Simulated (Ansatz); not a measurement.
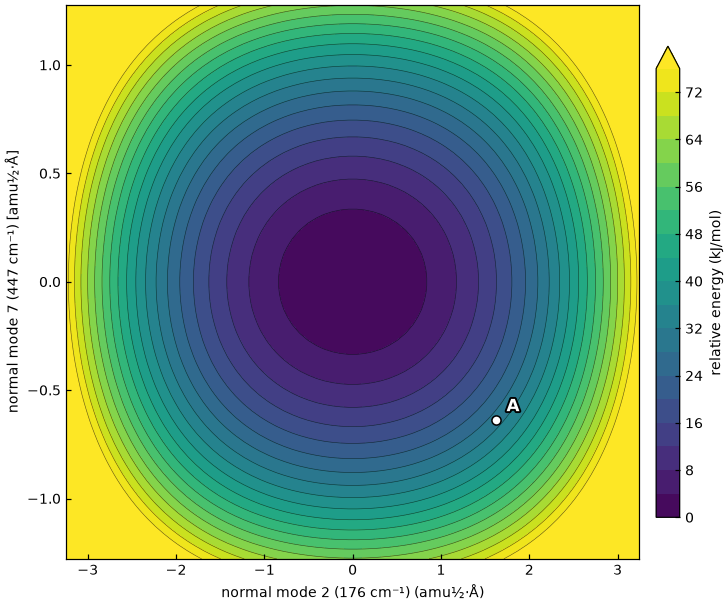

MoO2Cl2. The first coordinate is: normal mode 2 (176 cm⁻¹); the second: normal mode 7 (447 cm⁻¹). Nothing is relaxed (straight displacements along the two mass-weighted modes). Grid: 9 × 9 points; 48 points were computed and 33 follow by symmetry. Energies: kJ/mol, counted from the lowest grid point. All numbers below come from RKS B3LYP-D4/def2-SVP in Ansatz.

Drawn: filled contours, one colour for all values above the top of the scale, the point A. Between grid points the surface is interpolated.

Question: Which way does the force act at A, and how strong is it?

Answer: A, at normal mode 2 (176 cm⁻¹) = 1.62 amu½·Å, normal mode 7 (447 cm⁻¹) = −0.64 amu½·Å, is not a stationary point. The computed force is 21 kJ/mol for each amu½·Å towards smaller values of normal mode 2 (176 cm⁻¹) and 45 kJ/mol for each amu½·Å towards larger values of normal mode 7 (447 cm⁻¹).
